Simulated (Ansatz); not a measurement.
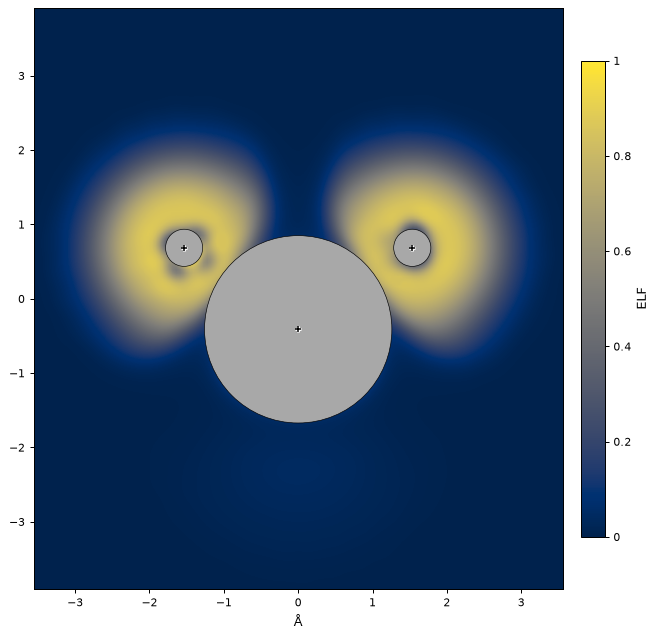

The electron localisation function on a plane through atoms (crosses mark nuclei in the plane; grey discs cover the cores).

All numbers below come from RKS PBE0-D4/def2-TZVPP in Ansatz 0.2.0.

Candidates:
A. BrF3Zr (SMILES [F][Zr]([F])([F])[Br])
B. F2Ga2H4 (SMILES [F+]1[GaH2-][F+][GaH2-]1)
C. H4O3SZr (SMILES [OH][Zr]([OH])([OH])[SH])

**Which candidate gave the map?**

Candidate A: BrF3Zr on the plane of atoms F1, Zr2 and F3, which holds F and Zr. Zr–F (1.89 Å): the ELF peaks at about 0.85 in the valence shell of F, 0.5 Å from its nucleus, and drops to about 0.25 between the two atoms.
